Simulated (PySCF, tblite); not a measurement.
# C₄H₁₂FSi₂ radical: geometry, infrared bands and EPR parameters

What infrared bands and EPR parameters should C₄H₁₂FSi₂ radical (`CC(C)(CF)[SiH2][SiH2]`) show?

Computed with tblite 0.8.0 and PySCF 2.14.0, with density-fitted response routines of our own, on a single molecule in the gas phase. Atoms count from 0, in the outputs and in this text.

### Step 1. The starting structure

19 atoms, charge 0, multiplicity 2; geometry from: force field or distance geometry start.

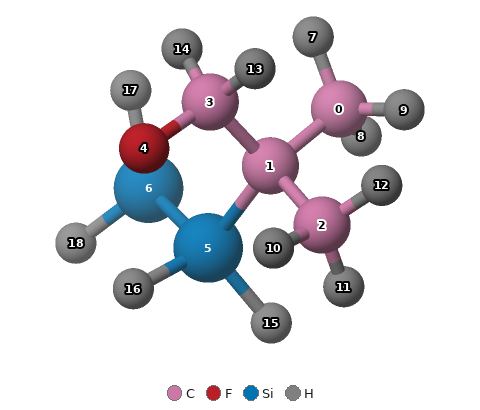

As it starts; carbon pink, fluorine red, silicon blue, hydrogen grey, atoms numbered; sticks join atoms by distance.

### Step 2. Optimising the geometry with GFN2-xTB

What the job is given:

```
{"job": {"kind": "relax", "xc": "GFN2-xTB", "basis": "xTB"}, "charge": 0, "multiplicity": 2}
C     -0.515900     1.063900     1.112000
C     -0.456000    -0.019100     0.082300
C     -1.435100    -1.102000     0.503200
C     -0.941600     0.557900    -1.212400
F     -0.921600    -0.370200    -2.225300
Si     1.172600    -0.878800    -0.025100
Si     2.922300     0.470400    -0.192200
H     -0.571100     2.044200     0.574100
H      0.268800     1.021100     1.888000
H     -1.495300     0.913400     1.677700
H     -1.692300    -1.719100    -0.388900
H     -0.885900    -1.759000     1.201600
H     -2.321700    -0.621500     0.987700
H     -2.001400     0.826900    -1.050300
H     -0.377700     1.475600    -1.451100
H      1.341100    -1.736000     1.172700
H      1.173000    -1.760200    -1.196300
H      2.631400     1.784300    -0.737800
H      4.096600    -0.182700    -0.727300
```

Launch:

```console
$ OMP_NUM_THREADS=1 python probes_run.py task.json out
```

This one command runs all jobs of the session in turn.

Output:

```text
step      E/eV     max force
  0    -620.04095    1.840
  1    -620.22864    0.918
  2    -620.35946    0.862
  3    -620.42831    0.769
  4    -620.51241    0.501
  5    -620.53799    0.329
  6    -620.56219    0.332
  7    -620.58424    0.446
  8    -620.60706    0.356
  9    -620.62561    0.309
 10    -620.64040    0.268
 11    -620.65241    0.259
 12    -620.66341    0.234
 13    -620.67305    0.241
 14    -620.68162    0.183
 15    -620.68991    0.215
 16    -620.69679    0.167
 17    -620.70187    0.127
 18    -620.70650    0.168
 19    -620.71212    0.286
 20    -620.71933    0.324
 21    -620.72694    0.227
 22    -620.73338    0.176
 23    -620.73915    0.184
 24    -620.74497    0.258
 25    -620.75034    0.217
 26    -620.75498    0.183
 27    -620.75913    0.135
 28    -620.76376    0.169
 29    -620.77002    0.223
 30    -620.77776    0.269
 31    -620.78593    0.347
 32    -620.79418    0.320
 33    -620.80065    0.199
 34    -620.80264    0.216
 35    -620.80619    0.154
 36    -620.80823    0.115
 37    -620.81329    0.169
 38    -620.81666    0.200
 39    -620.82215    0.174
 40    -620.82642    0.135
 41    -620.83018    0.122
 42    -620.83350    0.162
 43    -620.83622    0.160
 44    -620.83835    0.093
 45    -620.83957    0.087
 46    -620.84078    0.085
 47    -620.84195    0.111
 48    -620.84344    0.095
 49    -620.84433    0.054
 50    -620.84486    0.055
 51    -620.84527    0.058
 52    -620.84582    0.058
 53    -620.84651    0.070
 54    -620.84723    0.070
 55    -620.84788    0.056
 56    -620.84850    0.073
 57    -620.84915    0.072
 58    -620.84985    0.086
 59    -620.85058    0.087
 60    -620.85132    0.073
 61    -620.85204    0.051
 62    -620.85261    0.048
 63    -620.85296    0.036
 64    -620.85316    0.037
 65    -620.85330    0.034
 66    -620.85345    0.030
 67    -620.85374    0.040
 68    -620.85399    0.049
 69    -620.85439    0.052
 70    -620.85479    0.042
 71    -620.85517    0.038
 72    -620.85548    0.037
 73    -620.85580    0.037
 74    -620.85622    0.046
 75    -620.85666    0.045
 76    -620.85701    0.045
 77    -620.85722    0.037
 78    -620.85737    0.025
 79    -620.85753    0.029
 80    -620.85770    0.024
 81    -620.85786    0.035
 82    -620.85801    0.041
 83    -620.85820    0.041
 84    -620.85849    0.043
 85    -620.85883    0.043
 86    -620.85909    0.029
 87    -620.85924    0.024
 88    -620.85936    0.027
 89    -620.85950    0.029
 90    -620.85970    0.032
 91    -620.85998    0.035
 92    -620.86027    0.046
 93    -620.86056    0.035
 94    -620.86087    0.039
 95    -620.86110    0.044
 96    -620.86128    0.041
 97    -620.86148    0.036
 98    -620.86177    0.031
 99    -620.86212    0.033
100    -620.86242    0.032
101    -620.86261    0.034
102    -620.86277    0.035
103    -620.86303    0.038
104    -620.86348    0.050
105    -620.86412    0.050
106    -620.86467    0.064
107    -620.86499    0.052
108    -620.86516    0.041
109    -620.86534    0.030
110    -620.86555    0.028
111    -620.86581    0.032
112    -620.86602    0.033
113    -620.86622    0.023
114    -620.86641    0.021
115    -620.86658    0.021
116    -620.86672    0.022
117    -620.86682    0.021
118    -620.86690    0.018
119    -620.86695    0.015
120    -620.86701    0.017
121    -620.86706    0.016
122    -620.86712    0.014
123    -620.86717    0.015
124    -620.86721    0.016
125    -620.86725    0.014
126    -620.86730    0.017
127    -620.86736    0.019
128    -620.86741    0.015
129    -620.86745    0.010
130    -620.86748    0.009
```

It took 1.1 s on 1 thread of Arm Neoverse V1, shared host.

The steps of the relaxation: (not every step is listed)

```
step  energy from step 0 (eV)  largest force (eV/Å)
   0                   0.0000                1.8404
   1                  -0.1877                0.9176
   2                  -0.3185                0.8621
   3                  -0.3874                0.7689
   4                  -0.4715                0.5010
   5                  -0.4970                0.3286
   6                  -0.5212                0.3324
   7                  -0.5433                0.4464
   8                  -0.5661                0.3564
  19                  -0.6712                0.2863
  30                  -0.7368                0.2689
  41                  -0.7892                0.1222
  52                  -0.8049                0.0577
  63                  -0.8120                0.0357
  74                  -0.8153                0.0460
  85                  -0.8179                0.0430
  96                  -0.8203                0.0413
 107                  -0.8240                0.0520
 118                  -0.8260                0.0177
 125                  -0.8263                0.0142
 126                  -0.8264                0.0169
 127                  -0.8264                0.0191
 128                  -0.8265                0.0149
 129                  -0.8265                0.0105
 130                  -0.8265                0.0094
```

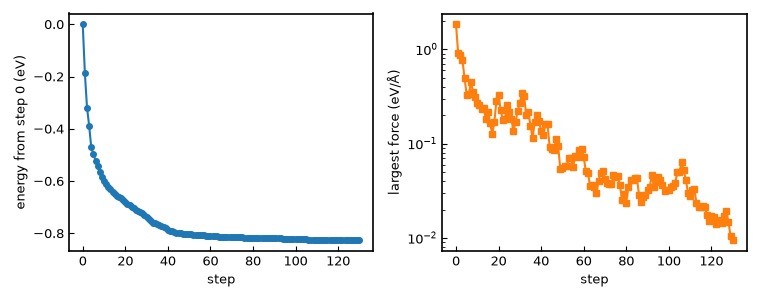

Energy and largest force along the relaxation.

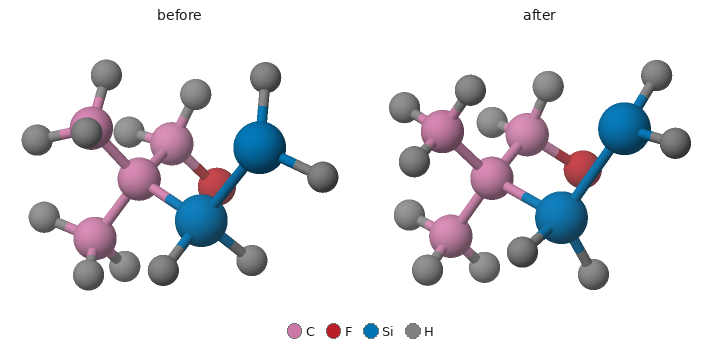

The geometry before (left) and after (right).

Distances of close pairs at the start and the end, largest changes first:

```
   bond  before (Å)  after (Å)  change (Å)
 C1–Si5       1.845      1.931      +0.086
Si5–Si6       2.216      2.275      +0.059
  C0–H9       1.141      1.091      -0.050
  C0–C1       1.496      1.525      +0.030
  C0–H7       1.120      1.090      -0.030
 C2–H12       1.119      1.092      -0.027
 C2–H10       1.115      1.088      -0.027
  C1–C3       1.498      1.522      +0.023
```

The end geometry stands in the next job.

### Step 3. Infrared spectrum with GFN2-xTB

What the job is given:

```
{"job": {"kind": "ir", "xc": "GFN2-xTB", "basis": "xTB"}, "charge": 0, "multiplicity": 2}
C     -0.489318     0.914459     1.309261
C     -0.501483    -0.096870     0.167666
C     -1.556043    -1.164269     0.447041
C     -0.868566     0.639374    -1.112479
F     -0.626680    -0.145620    -2.221273
Si     1.228733    -0.926859    -0.044460
Si     2.721325     0.704732    -0.576898
H      0.272727     1.677862     1.152679
H     -0.278884     0.411360     2.250107
H     -1.456130     1.411738     1.399496
H     -1.646864    -1.842553    -0.398889
H     -1.287899    -1.747255     1.325981
H     -2.532364    -0.709709     0.624806
H     -1.932609     0.902738    -1.149276
H     -0.263895     1.543737    -1.242800
H      1.564422    -1.479749     1.283153
H      1.000524    -2.101717    -0.905081
H      2.495779     1.639935    -1.683848
H      4.147421     0.377916    -0.632648
```

Output:

```text
mode    cm-1     km/mol
  1      35.8      1.03
  2      84.4      3.08
  3     114.8      0.36
  4     125.3      2.48
  5     177.8      6.32
  6     220.0      0.14
  7     240.8      0.49
  8     251.6      1.62
  9     299.6      4.14
 10     343.6      8.58
 11     365.5      7.83
 12     371.5     44.83
 13     398.1      8.33
 14     429.0     24.19
 15     495.1      2.17
 16     521.2      2.70
 17     593.2     15.39
 18     600.8      6.56
 19     693.6    485.10
 20     811.5    387.99
 21     830.9    114.15
 22     895.9     19.25
 23     950.8      7.01
 24     972.5      3.58
 25     983.9      7.91
 26    1028.6     23.53
 27    1036.1     46.90
 28    1179.6      4.03
 29    1194.9      3.64
 30    1224.9      1.99
 31    1258.3      5.02
 32    1332.1     10.91
 33    1413.5      4.45
 34    1427.9      3.45
 35    1462.0      2.00
 36    1498.8      0.21
 37    1505.8      1.80
 38    1511.1      2.16
 39    1514.5      4.92
 40    2121.5    355.52
 41    2147.1    174.65
 42    2212.6    341.55
 43    2235.1    368.40
 44    2918.1     55.80
 45    2936.9     37.46
 46    2980.4     28.03
 47    2988.4    107.29
 48    2998.9     37.63
 49    3022.4     26.42
 50    3031.3     18.74
 51    3036.0     33.88
```

Run time: 0.81 s. Hardware: 1 thread of Arm Neoverse V1, shared host.

Which atoms move in the most intense modes:

```
cm⁻¹  km/mol                                   atoms
 694   485.1            H15 42 %, H16 35 %, Si5 18 %
 812   388.0  H17 32 %, H18 30 %, H16 18 %, H15 15 %
 831   114.2  H15 34 %, H16 30 %, H17 16 %, H18 15 %
2122   355.5                      H15 75 %, H16 21 %
2147   174.7                      H16 75 %, H15 21 %
2213   341.6                                H17 95 %
2235   368.4                                H18 96 %
2988   107.3              H9 68 %, H7 13 %, H12 10 %
```

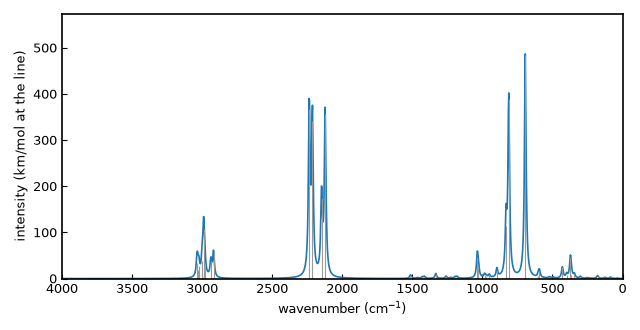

The infrared spectrum from these modes, unscaled. Lines are broadened to a width of 14 cm⁻¹ (Lorentzian).

### Step 4. EPR parameters: B3LYP/pcH-1

Same as in step 3 but for these lines:

```diff
@@ -1,2 +1,2 @@
-{"job": {"kind": "ir", "xc": "GFN2-xTB", "basis": "xTB"}, "charge": 0, "multiplicity": 2}
+{"job": {"kind": "epr", "basis": "pcH-1"}, "charge": 0, "multiplicity": 2}
 C     -0.489318     0.914459     1.309261
```

Level: UKS B3LYP, pcH-1 on C F H Si, non-relativistic, mean-field spin-orbit, GIAO.

Output:

```text
UKS, coarse grid
  cycle   1  E = -838.39546479  |g| = 4.37e-01
  cycle   2  E = -838.34369410  |g| = 5.88e-01
  cycle   3  E = -838.46801701  |g| = 5.50e-02
  cycle   4  E = -838.46869830  |g| = 2.69e-02
  cycle   5  E = -838.46898038  |g| = 6.62e-03
  cycle   6  E = -838.46899838  |g| = 2.44e-03
  cycle   7  E = -838.46900179  |g| = 6.34e-04
UKS, final grid
  cycle   1  E = -838.46900774  |g| = 7.80e-04
  cycle   2  E = -838.46900746  |g| = 1.14e-03
  cycle   3  E = -838.46900803  |g| = 8.66e-05
  cycle   4  E = -838.46900803  |g| = 3.67e-05
  cycle   5  E = -838.46900803  |g| = 1.44e-05
E = -838.46900803 Eh   <S^2> = 0.7526 (exact 0.7500)
g shifts (ppm)      1          2          3
  rmc          -119       -119       -119
  gc              4         29         32
  oz_so         -26       2341       4325
  total        -140       2251       4239
hyperfine (MHz)  atom isotope    a_iso     a_fc   dipolar eigenvalues
    0   13C       5.69       5.69     -1.13     -0.82      1.95
    1   13C      -0.83      -0.84     -0.31     -0.23      0.55
    2   13C       0.37       0.37     -0.16     -0.07      0.23
    3   13C       0.14       0.14     -0.32     -0.25      0.57
    4   19F       3.73       3.71     -3.05     -2.14      5.19
    5  29Si      -9.88      -9.89     -6.10      0.95      5.15
    6  29Si    -303.94    -304.91   -177.99     88.12     89.87
    7    1H       2.48       2.48     -4.09     -2.55      6.64
    8    1H      -0.22      -0.22     -1.35     -1.03      2.38
    9    1H       0.90       0.90     -1.06     -0.79      1.85
   10    1H      -0.00      -0.00     -0.73     -0.46      1.19
   11    1H      -0.13      -0.13     -0.70     -0.40      1.10
   12    1H      -0.81      -0.81     -0.49     -0.37      0.86
   13    1H       0.05       0.05     -0.73     -0.61      1.33
   14    1H       0.08       0.08     -2.09     -1.54      3.64
   15    1H       2.27       2.27     -2.65     -1.20      3.85
   16    1H      77.72      77.72     -2.30     -0.28      2.58
   17    1H      -2.92      -2.95    -10.73      2.48      8.25
   18    1H     -12.92     -12.95    -10.67      2.18      8.49
```

Run time: 2 min. Hardware: 1 thread of Arm Neoverse V1, shared host; peak memory 1.1 GiB.

Principal g values 2.00218, 2.00457, 2.00656; g(iso) = 2.00444, against 2.00232 for a free electron.

Mean a(iso) over the nuclei that a row names, and the largest dipolar term of the row (other rows stand at the frozen geometry):

```
                   nuclei  isotope  a(iso) (MHz)  a(iso) (G, at g = 2.0023)  largest dipolar term (MHz)
                      Si6     29Si        -303.9                     -108.5                      -178.0
                 H15, H16       1H          40.0                       14.3                         3.9
                      Si5     29Si          -9.9                       -3.5                        -6.1
                 H17, H18       1H          -7.9                       -2.8                       -10.7
                       F4      19F           3.7                        1.3                         5.2
                   C0, C2      13C           3.0                        1.1                         2.0
                       C1      13C          -0.8                       -0.3                         0.5
H7, H8, H9, H10, H11, H12       1H           0.4                        0.1                         6.6
                       C3      13C           0.1                        0.0                         0.6
                 H13, H14       1H           0.1                        0.0                         3.6
```

Mulliken spin populations:

C0 0.01; C1 0.00; C2 0.00; C3 0.00; F4 0.00; Si5 0.01; Si6 0.99; H7 0.00; H8 0.00; H9 0.00; H10 0.00; H11 0.00; H12 0.00; H13 0.00; H14 0.00; H15 0.00; H16 0.04; H17 -0.02; H18 -0.03

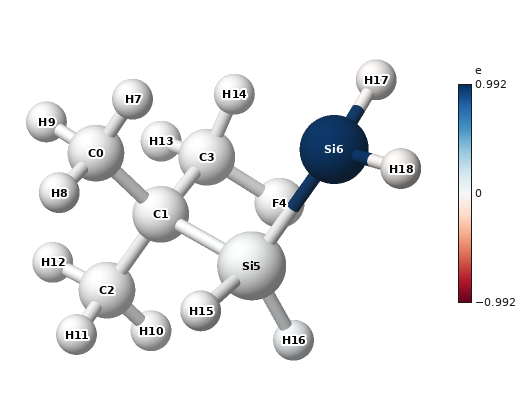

Mulliken spin populations, as colours on the atoms.

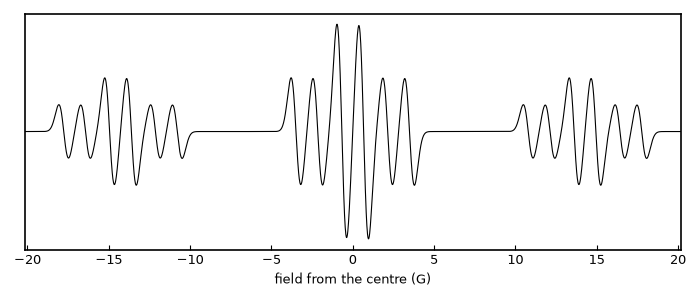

First-order isotropic spectrum (first derivative, main isotopes with spin only, couplings over 0.8 MHz, Gaussian width 0.3 G; couplings of the frozen geometry, rotation of groups not averaged beyond the rows shown).

The fields below are evaluated on a grid from the run's orbitals.

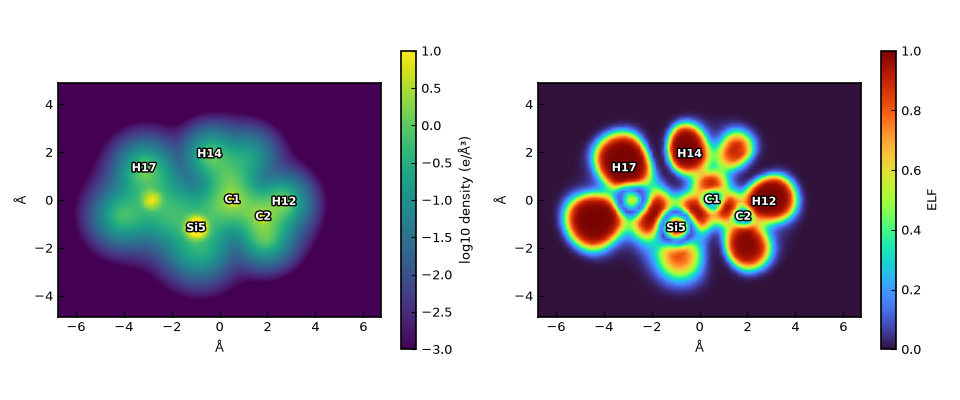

Density (left) and ELF (right) in a plane through or near 6 of the atoms.

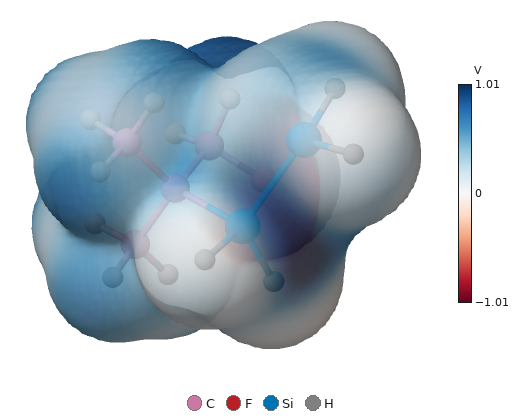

Electrostatic potential on the surface of density 0.002 e/bohr³; red is low, blue high. It runs from -1.01 V near F4 to 0.93 V near H14.

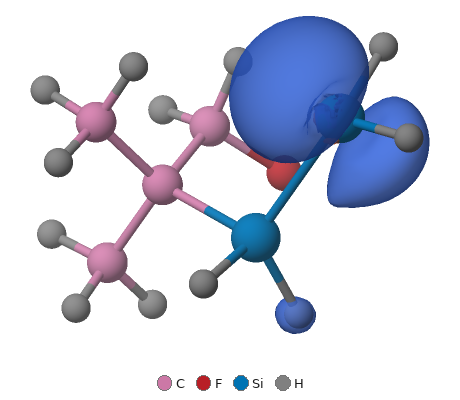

Spin density at ±0.04 e/Å³ (alpha excess blue, beta excess red).

### Step 5. Results

```
                                 quantity                    value
strongest single infrared mode (GFN2-xTB)     694 cm⁻¹, 485 km/mol
             zero-point energy (GFN2-xTB)            90.1 kcal/mol
                           g(iso) (B3LYP)                  2.00444
                                     ⟨S²⟩       0.753 (exact 0.75)
       largest a(iso) (averaged by class)  29Si on Si6, -303.9 MHz
    surface potential, least and greatest       -1.01 V and 0.93 V
```

In words: Over 130 steps the energy fell by 0.827 eV; of the close pairs, C1–Si5 changed most, 1.845 to 1.931 Å. All 51 modes are real, so the xTB geometry is a minimum. The strongest single mode, at 694 cm⁻¹, moves mainly H15 and H16. GFN2-xTB is a fitted tight-binding method: band positions and strengths are rough. Its intensities can rank the bands wrongly. Most of the unpaired spin sits on Si6 (0.99 e). The isotropic g lies 2.1 ppt above the free-electron value.
